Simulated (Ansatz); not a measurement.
**Molecular dynamics of CH6N2Si (part 2 of 2)**

The same run, continued: CH6N2Si; RKS PBE/6-31G* (Ansatz 0.2.0). The geometry comes from this level: PBE0-D4/def2-TZVP.

Geometry of the input (Å):
```
N  -1.6754  0.7883  -0.0160
Si -0.0235  0.5046  0.2330
C  0.8856  -1.0813  0.2685
N  0.8547  -0.2584  -0.9963
H  -2.2589  0.1743  -0.5577
H  -2.1968  1.4257  0.5600
H  0.5087  1.6399  1.0203
H  1.8375  -1.1208  0.8012
H  0.4337  -2.0663  0.1636
H  1.7177  -0.0572  -1.4735
```

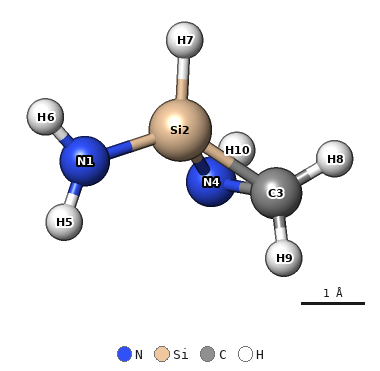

*The geometry at step 22 of the log (ball-and-stick view, seen at a tilt; atoms are numbered from 1 in the order of the input).*

The program's output, continued
```
md step    50: t =    25.00 fs  T =   462.6 K  F+E_penalty+E_count = -11981.83827417 eV  E_kin = 0.598015 eV  (51 SCF iters)
Total energy: -11981.83830342 eV, -440.3244360688 hartree
Atom 0 at    -1.653372     0.957648    -0.054946 Å, force    -1.421271     1.692670    -0.996270 eV/Å
Atom 1 at    -0.052058     0.515424     0.357760 Å, force     1.682577    -0.846120    -0.493884 eV/Å
Atom 2 at     0.861067    -1.190360     0.336179 Å, force     0.419872     1.297310    -0.310765 eV/Å
Atom 3 at     0.946744    -0.254681    -0.870828 Å, force     0.027468    -0.007080     0.348824 eV/Å
Atom 4 at    -2.189761     0.375366    -0.686406 Å, force    -0.067776    -1.043108     0.041839 eV/Å
Atom 5 at    -1.826254     1.890399    -0.534235 Å, force     0.753494    -0.724243     1.139524 eV/Å
Atom 6 at     0.508385     1.606720     1.210154 Å, force    -0.005913    -0.042366     0.046890 eV/Å
Atom 7 at     1.842000    -1.370008     0.871526 Å, force    -0.948352     0.198728    -0.063096 eV/Å
Atom 8 at     0.317995    -2.109943     0.121532 Å, force    -0.082774    -0.351529    -0.022305 eV/Å
Atom 9 at     1.878119    -0.014927    -1.250054 Å, force    -0.357325    -0.174262     0.309242 eV/Å
Dipole moment:     0.010517     0.159541    -0.187534 e Å
```

Trajectory as extended XYZ (Å, eV, eV/Å), 10 of the 51 frames kept, from step=0 to step=50
```
10
Properties=species:S:1:pos:R:3:forces:R:3 step=0 time_fs=0.0 energy=-11982.08116 temperature=450.0
N    -1.6754    0.7883   -0.0160   -0.1734   0.2112  -0.1337
Si   -0.0235    0.5046    0.2330   -0.0328   0.4354   0.4510
C     0.8856   -1.0813    0.2685    0.1656  -0.2046   0.0315
N     0.8547   -0.2584   -0.9963   -0.1386  -0.3364  -0.4660
H    -2.2589    0.1743   -0.5577   -0.3163  -0.3525  -0.2935
H    -2.1968    1.4257    0.5600   -0.3036   0.3498   0.3229
H     0.5087    1.6399    1.0203    0.0780   0.2345   0.1913
H     1.8375   -1.1208    0.8012    0.3601  -0.0629   0.2344
H     0.4337   -2.0663    0.1636   -0.1521  -0.3875  -0.0208
H     1.7177   -0.0572   -1.4735    0.5133   0.1130  -0.3171
10
Properties=species:S:1:pos:R:3:forces:R:3 step=6 time_fs=3.0 energy=-11981.90683 temperature=358.0
N    -1.6678    0.8010   -0.0245   -2.2646  -0.4755  -0.8587
Si   -0.0211    0.4993    0.2451   -0.0275   1.4027   1.2517
C     0.8927   -1.0848    0.2602   -0.2992  -0.5530   0.7895
N     0.8377   -0.2649   -0.9878    2.1956  -0.1446  -1.4379
H    -2.3746    0.2135   -0.5485    1.4501   0.4591   0.5820
H    -2.2036    1.5187    0.4503    0.2550   0.3361   0.3262
H     0.5722    1.7033    1.0420   -0.4632  -0.7367  -0.4382
H     1.8003   -1.1489    0.8827    0.2625   0.1348  -0.2429
H     0.4455   -2.0619    0.1202   -0.2706  -0.5642   0.1346
H     1.7861   -0.0719   -1.3712   -0.8381   0.1412  -0.1062
10
Properties=species:S:1:pos:R:3:forces:R:3 step=11 time_fs=5.5 energy=-11981.80621 temperature=247.7
N    -1.6685    0.8081   -0.0350   -2.5050   1.6402   0.4709
Si   -0.0191    0.4975    0.2596   -0.2880   1.3207   1.0508
C     0.8945   -1.0945    0.2565   -0.7243  -1.4024   1.1839
N     0.8348   -0.2723   -0.9864    2.1489  -0.1480  -1.0698
H    -2.3874    0.2646   -0.5310    0.8471  -0.3363   0.0083
H    -2.2188    1.6212    0.3767    1.3812  -1.0523  -0.3443
H     0.5777    1.7169    1.0336   -0.4614  -0.7997  -0.4291
H     1.7871   -1.1583    0.9331   -0.0962   0.1437  -0.7168
H     0.4297   -2.0945    0.1031    0.1574   0.2943   0.3468
H     1.7978   -0.0808   -1.2987   -0.4596   0.3398  -0.5007
10
Properties=species:S:1:pos:R:3:forces:R:3 step=17 time_fs=8.5 energy=-11981.89284 temperature=363.3
N    -1.6795    0.8274   -0.0475    0.4131   1.3620   0.9179
Si   -0.0210    0.4987    0.2789   -0.7617   0.0594  -0.0068
C     0.8955   -1.1170    0.2587   -1.3619  -0.5392   0.6840
N     0.8441   -0.2839   -0.9841   -0.0741  -0.3264   0.0286
H    -2.3554    0.2756   -0.5083   -0.6385  -1.2188  -0.7817
H    -2.1346    1.6818    0.2773    0.3177   0.0071   0.1433
H     0.5378    1.6733    1.0164   -0.0171  -0.0466   0.0595
H     1.7628   -1.1767    0.9241    0.5580   0.0565  -0.2386
H     0.4228   -2.0955    0.1000   -0.0370  -0.0997   0.3005
H     1.7683   -0.0596   -1.2388    1.6014   0.7458  -1.1067
10
Properties=species:S:1:pos:R:3:forces:R:3 step=22 time_fs=11.0 energy=-11981.94599 temperature=435.9
N    -1.6892    0.8512   -0.0543    0.5971  -1.5142  -0.1736
Si   -0.0244    0.5006    0.2960   -1.0797  -1.0589  -0.9243
C     0.8912   -1.1359    0.2640   -1.1001   0.5673   0.3705
N     0.8559   -0.2924   -0.9794    1.1740   0.2982  -0.2043
H    -2.3516    0.2147   -0.5269    0.4652   0.5505   0.3428
H    -2.0288    1.7511    0.1828   -0.7522   1.0402   0.2211
H     0.5011    1.6349    1.0181    0.4142   0.7299   0.5512
H     1.7748   -1.1894    0.8908    0.6895  -0.0591   0.0913
H     0.4161   -2.0919    0.1112   -0.3024  -0.6813   0.1438
H     1.8087   -0.0081   -1.2331   -0.1056   0.1274  -0.4185
10
Properties=species:S:1:pos:R:3:forces:R:3 step=28 time_fs=14.0 energy=-11981.89276 temperature=416.6
N    -1.6961    0.8716   -0.0598    0.2958  -0.0738   0.3458
Si   -0.0314    0.5021    0.3148   -0.6118  -1.1115  -1.0529
C     0.8846   -1.1594    0.2739   -0.1334   0.8144   0.4954
N     0.8756   -0.2983   -0.9677    1.4056   0.7610  -0.2698
H    -2.3190    0.1887   -0.5534    0.5034   1.2940   0.5304
H    -1.9510    1.8750    0.0693   -0.3927  -1.2191  -0.4227
H     0.5065    1.6430    1.0540    0.2801   0.4285   0.3461
H     1.8397   -1.1983    0.8449   -0.3443  -0.2244  -0.1133
H     0.3801   -2.1266    0.1594    0.0980  -0.0984   0.0046
H     1.8382    0.0605   -1.2313   -1.1008  -0.5705   0.1364
10
Properties=species:S:1:pos:R:3:forces:R:3 step=33 time_fs=16.5 energy=-11981.88856 temperature=430.4
N    -1.6963    0.8900   -0.0608    1.5498   1.0084   1.3765
Si   -0.0396    0.5022    0.3292    0.2602  -0.4562  -0.7349
C     0.8755   -1.1744    0.2859    0.3452   1.0261   0.2497
N     0.9017   -0.2940   -0.9510   -1.0636   0.2236   0.4068
H    -2.2679    0.2389   -0.5505   -0.8256  -0.2162  -0.6486
H    -1.9121    1.9009   -0.0508   -0.3937  -0.8603  -0.2872
H     0.5329    1.6835    1.1036   -0.1521  -0.4239  -0.2053
H     1.8715   -1.2100    0.7993   -0.7078  -0.3561   0.0967
H     0.3479   -2.1461    0.1949    0.3465   0.2524  -0.1410
H     1.7974    0.0846   -1.2331    0.6411  -0.1979  -0.1127
10
Properties=species:S:1:pos:R:3:forces:R:3 step=39 time_fs=19.5 energy=-11981.85742 temperature=462.7
N    -1.6806    0.9137   -0.0563    0.2847  -0.6703   0.7339
Si   -0.0499    0.5047    0.3413    1.3981  -0.2076  -0.5071
C     0.8694   -1.1877    0.3051   -0.3404   1.4240  -0.5537
N     0.9270   -0.2824   -0.9268   -1.9290   0.0527   0.7577
H    -2.2488    0.3000   -0.6199   -0.1877  -0.3177  -0.2767
H    -1.8967    1.8750   -0.2217   -0.2214   0.9158  -0.1060
H     0.5495    1.6955    1.1583   -0.4110  -0.8325  -0.4884
H     1.8520   -1.2424    0.7762    0.0112  -0.4240   0.6862
H     0.3135   -2.1412    0.1974    0.3964   0.2040  -0.1797
H     1.8029    0.0785   -1.2594    0.9990  -0.1444  -0.0661
10
Properties=species:S:1:pos:R:3:forces:R:3 step=44 time_fs=22.0 energy=-11981.80940 temperature=439.2
N    -1.6627    0.9324   -0.0511   -2.3269   0.0349  -1.4502
Si   -0.0549    0.5095    0.3498    1.9557  -0.4760  -0.4842
C     0.8662   -1.1936    0.3207   -0.2567   1.8686  -0.7189
N     0.9384   -0.2718   -0.9018   -0.4854   0.4116   0.2823
H    -2.2541    0.3261   -0.6964    1.1240   0.4052   1.1129
H    -1.8901    1.8950   -0.3824    0.5637  -0.4711   0.6095
H     0.5311    1.6671    1.1843   -0.3030  -0.6188  -0.3503
H     1.8396   -1.2888    0.8002    0.0593  -0.2917   0.6951
H     0.3120   -2.1214    0.1754    0.0589  -0.3146  -0.1816
H     1.8526    0.0578   -1.2719   -0.3897  -0.5482   0.4854
10
Properties=species:S:1:pos:R:3:forces:R:3 step=50 time_fs=25.0 energy=-11981.83827 temperature=462.6
N    -1.6534    0.9576   -0.0549   -1.4213   1.6927  -0.9963
Si   -0.0521    0.5154    0.3578    1.6826  -0.8461  -0.4939
C     0.8611   -1.1904    0.3362    0.4199   1.2973  -0.3108
N     0.9467   -0.2547   -0.8708    0.0275  -0.0071   0.3488
H    -2.1898    0.3754   -0.6864   -0.0678  -1.0431   0.0418
H    -1.8263    1.8904   -0.5342    0.7535  -0.7242   1.1395
H     0.5084    1.6067    1.2102   -0.0059  -0.0424   0.0469
H     1.8420   -1.3700    0.8715   -0.9484   0.1987  -0.0631
H     0.3180   -2.1099    0.1215   -0.0828  -0.3515  -0.0223
H     1.8781   -0.0149   -1.2501   -0.3573  -0.1743   0.3092
```

Summary

```json
{"quantity": "outcome", "value": "finished"}
{"quantity": "mean temperature over the second half", "value": "442 K"}
{"quantity": "trajectory", "value": "50 steps, 25 fs"}
{"quantity": "ensemble", "value": "nvt_langevin"}
{"quantity": "temperature in the input", "value": "500 K"}
{"quantity": "time step", "value": "0.5 fs"}
{"quantity": "potential energy (last step)", "value": "−11981.8383 eV"}
{"quantity": "SCF solution under orbital rotations (last step)", "value": "stable"}
{"quantity": "largest force (length of the vector) (last step)", "value": "2.424 eV/Å"}
{"quantity": "dipole moment (last step)", "value": "1.18 D"}
{"quantity": "hardware", "value": "2 threads of Intel Xeon, 15 GiB of memory available, shared host"}
{"quantity": "wall time", "value": "34 s (CPU time 64 s)"}
{"quantity": "peak memory", "value": "0.17 GiB"}
```

Notes

So short a trajectory is not equilibrated. The logged temperature at the start can lie below the typed one, since it is counted over all degrees of freedom.
